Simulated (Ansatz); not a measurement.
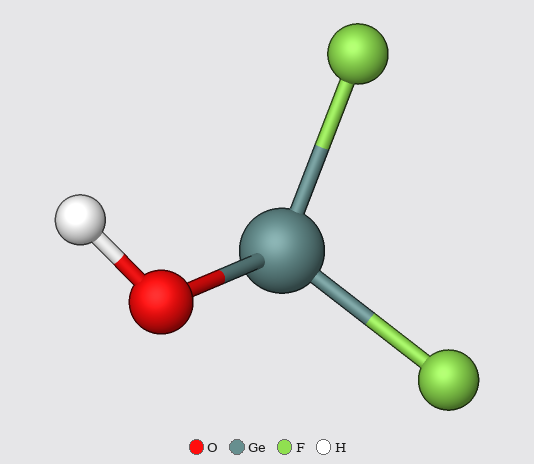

State: neutral, doublet. Harmonic vibrations computed with UKS PBE0-D4/def2-TZVP (Ansatz 0.2.0) at a stationary point of the same level.

> How many imaginary frequencies does it have?

A minimum: no imaginary frequency, and the lowest mode lies at 144 cm⁻¹.

> How many vibrational modes are there, and where do they lie?

9 modes: 144, 212, 251, 266, 684, 711, 722, 894, 3863 cm⁻¹.
